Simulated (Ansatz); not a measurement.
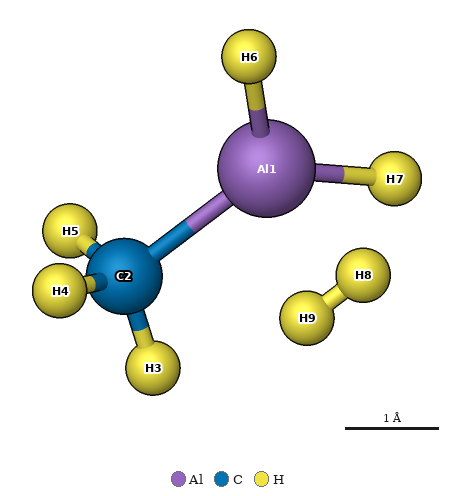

Fig. 1: The starting structure (ball-and-stick view, seen at a tilt; atoms are numbered from 1 in the order of the input). Sticks mark near contacts. Bond lengths as drawn: Al–C 1.99 Å, Al–H 1.61 Å, C–H 1.11 Å and H–H 0.78 Å.

## Nudged elastic band, with input and output: CH7Al

CH7Al, computed with RKS PBE/cc-pVDZ (Ansatz 0.2.0).

It belongs to a series of runs on one base structure; here: band between the two ends. Figures and captions count atoms from 1; the log counts them from 0 in places.

Input
```yaml
crystal:
  periodic: [false, false, false]
  atoms:
    - { symbol: Al, position_ang: [-0.009479, -0.022586, 0.350939] }
    - { symbol: C, position_ang: [0.025447, 0.285476, 2.31186] }
    - { symbol: H, position_ang: [-0.923541, 0.00184, 2.812392] }
    - { symbol: H, position_ang: [0.864503, -0.237425, 2.816267] }
    - { symbol: H, position_ang: [0.171613, 1.372759, 2.499983] }
    - { symbol: H, position_ang: [1.367979, -0.194253, -0.466454] }
    - { symbol: H, position_ang: [-1.389061, 0.11908, -0.469064] }
    - { symbol: H, position_ang: [-0.286195, -2.277143, 0.178885] }
    - { symbol: H, position_ang: [-0.249465, -2.191448, 0.950892] }
basis:
  gaussian: { orbitals: cc-pVDZ }
hamiltonian:
  xc: pbe
neb:
  order_check: false
  images: 7
  f_tol: 0.03
  max_iterations: 60
  final_atoms:
    - { symbol: Al, position_ang: [-0.07322123, -0.56439966, -0.31137761] }
    - { symbol: C, position_ang: [-0.02701174, -0.16460641, 2.49052525] }
    - { symbol: H, position_ang: [-0.96811875, 0.04375875, 3.03015132] }
    - { symbol: H, position_ang: [0.81816334, -0.28710248, 3.19209558] }
    - { symbol: H, position_ang: [0.19833476, 0.69122001, 1.82168756] }
    - { symbol: H, position_ang: [1.37466681, 0.1051069, -0.50971219] }
    - { symbol: H, position_ang: [-1.40214678, 0.33089561, -0.43337755] }
    - { symbol: H, position_ang: [-0.19983456, -2.16774317, -0.24194678] }
    - { symbol: H, position_ang: [-0.14903086, -1.13082954, 1.94765442] }
  initial_path:
    images:
      - { positions_ang: [[-0.009479, -0.022586, 0.350939], [0.025447, 0.285476, 2.31186], [-0.923541, 0.00184, 2.812392], [0.864503, -0.237425, 2.816267], [0.171613, 1.372759, 2.499983], [1.367979, -0.194253, -0.466454], [-1.389061, 0.11908, -0.469064], [-0.286195, -2.277143, 0.178885], [-0.249465, -2.191448, 0.950892]] }
      - { positions_ang: [[-0.00810155, -0.02951998, 0.25984493], [0.02031579, 0.22524896, 2.31004608], [-0.94112482, -0.06037861, 2.78209032], [0.84150003, -0.34118355, 2.78745179], [0.18881261, 1.29923384, 2.53303306], [1.36199144, -0.166984, -0.5493005], [-1.38128221, 0.06949198, -0.54872743], [-0.27551381, -2.15119359, 0.2954161], [-0.23479648, -1.98841505, 1.11584565]] }
      - { positions_ang: [[-0.0067241, -0.03645397, 0.16875086], [0.01518458, 0.16502192, 2.30823216], [-0.95870864, -0.12259722, 2.75178864], [0.81849706, -0.4449421, 2.75863659], [0.20601223, 1.22570867, 2.56608312], [1.35600388, -0.139715, -0.63214701], [-1.37350342, 0.01990397, -0.62839085], [-0.26483262, -2.02524418, 0.4119472], [-0.22012796, -1.78538209, 1.28079929]] }
      - { positions_ang: [[-0.00534665, -0.04338795, 0.07765679], [0.01005337, 0.10479488, 2.30641824], [-0.97629246, -0.18481583, 2.72148696], [0.79549409, -0.54870065, 2.72982138], [0.22321184, 1.15218351, 2.59913318], [1.35001631, -0.11244599, -0.71499351], [-1.36572463, -0.02968405, -0.70805428], [-0.25415143, -1.89929477, 0.52847829], [-0.20545944, -1.58234914, 1.44575294]] }
      - { positions_ang: [[-0.0039692, -0.05032193, -0.01343728], [0.00492216, 0.04456783, 2.30460432], [-0.99387628, -0.24703444, 2.69118528], [0.77249112, -0.6524592, 2.70100618], [0.24041145, 1.07865834, 2.63218324], [1.34402875, -0.08517699, -0.79784001], [-1.35794584, -0.07927207, -0.7877177], [-0.24347025, -1.77334536, 0.64500939], [-0.19079092, -1.37931619, 1.61070658]] }
      - { positions_ang: [[-0.02128221, -0.17884137, -0.08792237], [-0.00306131, -0.00772573, 2.35108455], [-0.9874369, -0.17433615, 2.77592679], [0.78390917, -0.56112002, 2.82377853], [0.22989228, 0.98179876, 2.42955932], [1.35168827, -0.03760602, -0.72580806], [-1.36899607, 0.02326985, -0.69913267], [-0.23256132, -1.87194481, 0.42327035], [-0.1803509, -1.31719453, 1.69494354]] }
      - { positions_ang: [[-0.03859522, -0.3073608, -0.16240745], [-0.01104479, -0.06001929, 2.39756478], [-0.98099751, -0.10163785, 2.8606683], [0.79532723, -0.46978084, 2.94655088], [0.21937311, 0.88493918, 2.2269354], [1.35934778, 0.00996495, -0.6537761], [-1.38004631, 0.12581177, -0.61054763], [-0.2216524, -1.97054426, 0.20153131], [-0.16991089, -1.25507286, 1.7791805]] }
      - { positions_ang: [[-0.05590822, -0.43588023, -0.23689253], [-0.01902826, -0.11231285, 2.44404501], [-0.97455813, -0.02893955, 2.94540981], [0.80674529, -0.37844166, 3.06932323], [0.20885393, 0.78807959, 2.02431148], [1.3670073, 0.05753593, -0.58174415], [-1.39109654, 0.22835369, -0.52196259], [-0.21074348, -2.06914372, -0.02020774], [-0.15947087, -1.1929512, 1.86341746]] }
      - { positions_ang: [[-0.07322123, -0.56439966, -0.31137761], [-0.02701174, -0.16460641, 2.49052525], [-0.96811875, 0.04375875, 3.03015132], [0.81816334, -0.28710248, 3.19209558], [0.19833476, 0.69122001, 1.82168756], [1.37466681, 0.1051069, -0.50971219], [-1.40214678, 0.33089561, -0.43337755], [-0.19983456, -2.16774317, -0.24194678], [-0.14903086, -1.13082954, 1.94765442]] }
```

Run on 1 thread of Arm Neoverse V1, 24 GiB of memory available, shared host.

Launched with:
```bash
ansatz run input.yaml --threads 1 --pin off --max-ram 2048MiB --backend cpu --events-out ev --progress --plain --runs-dir out
```

The program's output
```
Engine: ansatz 0.2.0, aarch64-unknown-linux-gnu
Functional definition: PBE
  parameter kappa = 0.804
  parameter beta = 0.06672455060314922
  exchange = pbe_x(kappa = kappa, mu = beta*pi^2/3)
  correlation = pbe_c(beta = beta)
839 factors; their error is unknown
mean field evaluation 1: about -7733.2353 eV, gradient 5.4e1 eV
mean field evaluation 2: about -7720.3213 eV, gradient 7.8e1 eV
mean field evaluation 4: about -7740.9374 eV, gradient 2.2e0 eV
mean field evaluation 8: about -7740.9272 eV, gradient 2.8e-2 eV
mean field -7740.92721525 eV, -284.4738281715 hartree, gradient 5.0e-5 eV, S^2 0.000000; 0 other end points of the search recorded, 0 dependent functions left out
the calculation of the forces begins
reference -7740.92725630 eV, -284.4738296801 hartree; 13, 13 occupied and 54, 54 virtual orbitals, 839 factors
839 factors; their error is unknown
mean field evaluation 16: about -7730.6495 eV, gradient 6.0e1 eV
mean field -7741.25545987 eV, -284.4858909387 hartree, gradient 2.7e-5 eV, S^2 0.000000; 0 other end points of the search recorded, 0 dependent functions left out
[... from here on the field's lines of each further geometry are left out, up to the last ...]
NEB iter   1: max|band force component| = 7.057e0 eV/Å  barrier→ = 2.1519 eV  barrier← = 2.4801 eV  Δτ_max = 0.2000 Å  (208 SCF iters)
NEB iter   2: max|band force component| = 2.262e0 eV/Å  barrier→ = 1.1329 eV  barrier← = 1.4611 eV  Δτ_max = 0.2000 Å  (176 SCF iters)
NEB iter   3: max|band force component| = 2.078e0 eV/Å  barrier→ = 0.9100 eV  barrier← = 1.2382 eV  Δτ_max = 0.1012 Å  (179 SCF iters)
NEB iter   4: max|band force component| = 6.114e-1 eV/Å  barrier→ = 0.8874 eV  barrier← = 1.2157 eV  Δτ_max = 0.0792 Å  (183 SCF iters)
NEB iter   5: max|band force component| = 2.194e-1 eV/Å  barrier→ = 0.9060 eV  barrier← = 1.2342 eV  CI = image 4  Δτ_max = 0.0467 Å  (173 SCF iters)
NEB iter   6: max|band force component| = 1.072e-1 eV/Å  barrier→ = 0.8966 eV  barrier← = 1.2248 eV  CI = image 4  Δτ_max = 0.0198 Å  (186 SCF iters)
NEB iter   7: max|band force component| = 3.374e-2 eV/Å  barrier→ = 0.8957 eV  barrier← = 1.2240 eV  CI = image 4  Δτ_max = 0.0101 Å  (169 SCF iters)
the calculation of the forces begins
reference -7741.22388118 eV, -284.4847304434 hartree; 13, 13 occupied and 54, 54 virtual orbitals, 839 factors
839 factors; their error is unknown
mean field evaluation 576: about -7740.0318 eV, gradient 2.6e-5 eV
mean field -7740.03175303 eV, -284.4409205417 hartree, gradient 2.6e-5 eV, S^2 0.000000; 1 other end points of the search recorded, 0 dependent functions left out
the calculation of the forces begins
reference -7740.03179483 eV, -284.4409220782 hartree; 13, 13 occupied and 54, 54 virtual orbitals, 839 factors
NEB iter   8: max|band force component| = 1.779e-2 eV/Å  barrier→ = 0.8955 eV  barrier← = 1.2237 eV  CI = image 4  Δτ_max = 0.0000 Å  (304 SCF iters)
```

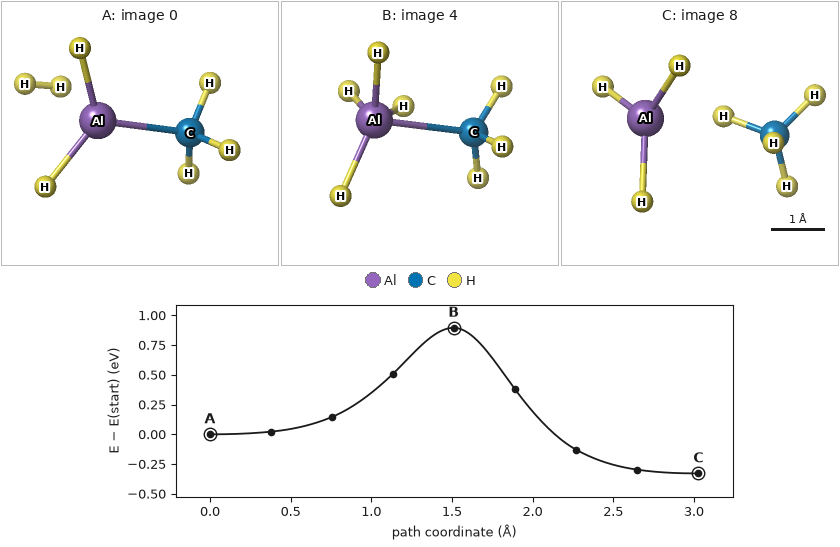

Fig. 2: Images of the last band (counted from 0; ball-and-stick, seen at a tilt) above the energy along the path; the line is a cubic interpolation that uses the forces. The highest image is number 4, 0.895 eV above the start and 1.224 eV above the end (the climbing image); the end lies 0.328 eV below the start. The path is 3.03 Å long. The band converged in 8 iterations.

```
Total energy: -7740.03179483 eV, -284.4409220782 hartree
Atom 0 at    -0.042759    -0.274830     0.060443 Å, force     0.004354     0.001474    -0.009844 eV/Å
Atom 1 at    -0.025669    -0.070646     2.231204 Å, force     0.000871    -0.000904     0.001517 eV/Å
Atom 2 at    -0.994005    -0.187421     2.756920 Å, force     0.006874     0.000365     0.002993 eV/Å
Atom 3 at     0.790110    -0.502391     2.845939 Å, force    -0.007192     0.003792    -0.001167 eV/Å
Atom 4 at     0.181840     1.021300     2.169685 Å, force    -0.002650     0.000204     0.001973 eV/Å
Atom 5 at     1.430102    -0.056140    -0.509663 Å, force     0.004272     0.002494     0.002032 eV/Å
Atom 6 at    -1.460147     0.202910    -0.490818 Å, force    -0.004855     0.002169    -0.000203 eV/Å
Atom 7 at    -0.184630    -1.967849     0.535416 Å, force    -0.008489    -0.011593    -0.005446 eV/Å
Atom 8 at    -0.123041    -1.308632     1.386574 Å, force     0.006815     0.002000     0.008146 eV/Å
Dipole moment:     0.006657     0.039175     0.278763 e Å
this run last wrote the band of iteration 8 to [file]
```

The last band as extended XYZ (Å, eV, eV/Å)
```
9
Properties=species:S:1:pos:R:3:forces:R:3 image=0 energy=-7740.92721
Al   -0.0095   -0.0226    0.3509   -0.0004   0.0126   0.0167
C     0.0254    0.2855    2.3119   -0.0006  -0.0143  -0.0147
H    -0.9235    0.0018    2.8124    0.0028   0.0001   0.0073
H     0.8645   -0.2374    2.8163   -0.0023   0.0030   0.0091
H     0.1716    1.3728    2.5000    0.0007   0.0077  -0.0027
H     1.3680   -0.1943   -0.4665   -0.0014  -0.0024  -0.0053
H    -1.3891    0.1191   -0.4691    0.0024  -0.0027  -0.0052
H    -0.2862   -2.2771    0.1789   -0.0022  -0.0059  -0.0099
H    -0.2495   -2.1914    0.9509    0.0009   0.0020   0.0046
9
Properties=species:S:1:pos:R:3:forces:R:3 image=1 energy=-7740.90475
Al   -0.0173   -0.0073    0.2977    0.0020   0.0147   0.0208
C     0.0136    0.2279    2.2705    0.0046   0.0361   0.0120
H    -0.9543   -0.0398    2.7441    0.0052   0.0270   0.0120
H     0.8175   -0.3632    2.7587    0.0069   0.0326   0.0039
H     0.2109    1.2938    2.5158   -0.0013   0.0344   0.0318
H     1.3613   -0.1478   -0.5240   -0.0068  -0.0090   0.0072
H    -1.4024    0.1322   -0.5133    0.0076  -0.0090   0.0027
H    -0.2487   -2.2438    0.3491   -0.0061  -0.0372  -0.0560
H    -0.2088   -1.9958    1.0872   -0.0122  -0.0896  -0.0345
9
Properties=species:S:1:pos:R:3:forces:R:3 image=2 energy=-7740.78146
Al   -0.0216   -0.0494    0.2451    0.0166   0.1504   0.1156
C     0.0020    0.1362    2.2329    0.0205   0.1723   0.0216
H    -0.9701   -0.1107    2.7114    0.0130   0.0743  -0.0259
H     0.7973   -0.4443    2.7499    0.0116   0.0739  -0.0677
H     0.2073    1.2071    2.4295    0.0042   0.1524   0.2309
H     1.3803   -0.1261   -0.5424   -0.0457  -0.0437  -0.0203
H    -1.4217    0.1513   -0.5234    0.0406  -0.0500  -0.0290
H    -0.2255   -2.1478    0.4982   -0.0235  -0.1844  -0.1091
H    -0.1761   -1.7599    1.1846   -0.0374  -0.3452  -0.1160
9
Properties=species:S:1:pos:R:3:forces:R:3 image=3 energy=-7740.41958
Al   -0.0314   -0.1481    0.1714    0.0451   0.4519   0.4004
C    -0.0121    0.0290    2.2156    0.0402   0.3567  -0.0563
H    -0.9816   -0.1588    2.7273    0.0332   0.0783  -0.1080
H     0.7877   -0.4856    2.7951   -0.0149   0.0666  -0.1800
H     0.1966    1.1122    2.2801    0.0204   0.3254   0.4050
H     1.4108   -0.0964   -0.5277   -0.0654  -0.1092  -0.0553
H    -1.4474    0.1752   -0.5076    0.0444  -0.1168  -0.0650
H    -0.2020   -2.0317    0.5709   -0.0257  -0.2249   0.1188
H    -0.1487   -1.5395    1.2606   -0.0774  -0.8279  -0.4596
9
Properties=species:S:1:pos:R:3:forces:R:3 image=4 energy=-7740.03175
Al   -0.0428   -0.2748    0.0604    0.0044   0.0015  -0.0098
C    -0.0257   -0.0706    2.2312    0.0009  -0.0009   0.0015
H    -0.9940   -0.1874    2.7569    0.0069   0.0004   0.0030
H     0.7901   -0.5024    2.8459   -0.0072   0.0038  -0.0012
H     0.1818    1.0213    2.1697   -0.0027   0.0002   0.0020
H     1.4301   -0.0561   -0.5097    0.0043   0.0025   0.0020
H    -1.4601    0.2029   -0.4908   -0.0049   0.0022  -0.0002
H    -0.1846   -1.9678    0.5354   -0.0085  -0.0116  -0.0054
H    -0.1230   -1.3086    1.3866    0.0068   0.0020   0.0081
9
Properties=species:S:1:pos:R:3:forces:R:3 image=5 energy=-7740.54747
Al   -0.0553   -0.3966   -0.0574   -0.0520  -0.6524  -0.6024
C    -0.0304   -0.1363    2.2805   -0.0292  -0.3162   0.2643
H    -0.9991   -0.1886    2.8040   -0.0355  -0.0041   0.2363
H     0.8014   -0.4981    2.9067    0.0391   0.0279   0.3211
H     0.1768    0.9429    2.0811   -0.0386  -0.3998  -0.4670
H     1.4295   -0.0177   -0.5040    0.0111   0.1928   0.0427
H    -1.4571    0.2413   -0.4776    0.0288   0.1861   0.0518
H    -0.1891   -1.9895    0.4085   -0.0176  -0.1092  -0.6548
H    -0.1049   -1.1010    1.5439    0.0939   1.0749   0.8081
9
Properties=species:S:1:pos:R:3:forces:R:3 image=6 energy=-7741.05573
Al   -0.0667   -0.5027   -0.1854   -0.0167  -0.2282  -0.2677
C    -0.0282   -0.1486    2.3742    0.0013  -0.0197   0.1958
H    -0.9970   -0.1541    2.8998   -0.0012   0.0699   0.1965
H     0.8114   -0.4544    3.0200    0.0151   0.0977   0.2392
H     0.1739    0.8707    1.9896   -0.0166  -0.1470  -0.1956
H     1.4110    0.0304   -0.5095   -0.0343   0.1040  -0.0064
H    -1.4302    0.2921   -0.4735    0.0572   0.0928   0.0004
H    -0.2033   -2.0629    0.2163   -0.0185  -0.1542  -0.3961
H    -0.0992   -1.0141    1.6542    0.0139   0.1846   0.2339
9
Properties=species:S:1:pos:R:3:forces:R:3 image=7 energy=-7741.22384
Al   -0.0724   -0.5542   -0.2675   -0.0023  -0.0298  -0.0460
C    -0.0258   -0.1517    2.4478   -0.0001   0.0018   0.0414
H    -0.9820   -0.0823    2.9953    0.0072   0.0395   0.0529
H     0.8195   -0.3672    3.1251    0.0025   0.0505   0.0593
H     0.1681    0.8041    1.9229   -0.0054  -0.0353  -0.0393
H     1.3898    0.0633   -0.5166   -0.0115   0.0187  -0.0031
H    -1.3994    0.3286   -0.4709    0.0183   0.0150   0.0000
H    -0.2190   -2.1402   -0.0293   -0.0049  -0.0439  -0.1339
H    -0.1069   -1.0440    1.7788   -0.0038  -0.0165   0.0688
9
Properties=species:S:1:pos:R:3:forces:R:3 image=8 energy=-7741.25546
Al   -0.0732   -0.5644   -0.3114    0.0003  -0.0036  -0.0020
C    -0.0270   -0.1646    2.4905   -0.0042  -0.0053  -0.0032
H    -0.9681    0.0438    3.0302    0.0024   0.0012   0.0011
H     0.8182   -0.2871    3.1921   -0.0004   0.0004   0.0005
H     0.1983    0.6912    1.8217    0.0013   0.0017  -0.0006
H     1.3747    0.1051   -0.5097   -0.0013   0.0020   0.0010
H    -1.4021    0.3309   -0.4334    0.0013   0.0006   0.0006
H    -0.1998   -2.1677   -0.2419   -0.0002   0.0014   0.0013
H    -0.1490   -1.1308    1.9477    0.0009   0.0016   0.0012
```

Summary

| quantity | value |
| --- | --- |
| outcome | converged |
| barrier, forward | 0.895 eV |
| barrier, backward | 1.224 eV |
| wall time | 98 s |
| peak memory | 0.12 GiB |

Remarks

The order of the saddle point was not checked.
